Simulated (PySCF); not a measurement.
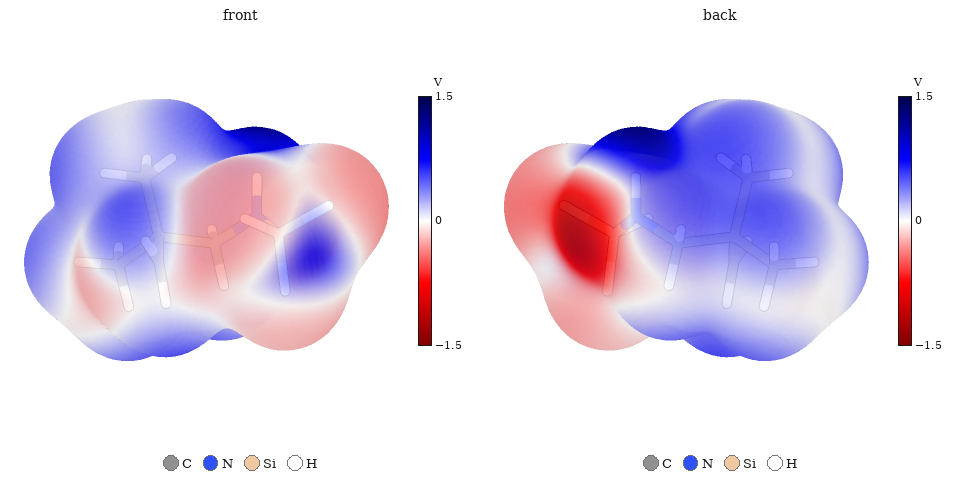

C5H14NSi (SMILES [CH2]C(C)(C)CN[SiH3]) (doublet). The molecular electrostatic potential painted on the density surface at 0.001 e/bohr³, seen from the front and from behind; the colour scale runs from red (negative) to blue (positive).

Geometry: GFN2-xTB.

These are results of PySCF, UKS B3LYP, pcH-1 on C H N Si, non-relativistic, mean-field spin-orbit, GIAO, not measurements.

```csv
atom,x (Å),y (Å),z (Å)
C,-0.2723,-0.0465,1.4657
C,-0.7734,-0.1024,0.0836
C,-2.0103,-1.0222,0.0040
C,-1.1360,1.2921,-0.4285
C,0.3166,-0.7411,-0.8410
N,1.5176,0.0260,-0.9815
Si,2.6042,0.2941,0.3271
H,-0.3014,0.8620,2.0333
H,-0.0197,-0.9560,1.9758
H,-2.8046,-0.6361,0.6385
H,-1.7593,-2.0266,0.3355
H,-2.3773,-1.0751,-1.0188
H,-1.4490,1.2504,-1.4704
H,-0.2815,1.9601,-0.3465
H,-1.9523,1.7076,0.1582
H,0.5877,-1.7108,-0.4168
H,-0.1215,-0.9069,-1.8304
H,1.4026,0.7858,-1.6347
H,2.8246,-1.0123,0.9414
H,3.8015,0.8070,-0.3446
H,2.1949,1.2680,1.3496
```

Where is the surface potential most negative and most positive?

Answer. The most negative region (about −1.1 V, or −25 kcal/mol for a unit charge) lies over N6, the most positive (about +1.2 V, or +28 kcal/mol for a unit charge) over H18. N6 is the likeliest acceptor of a hydrogen bond.
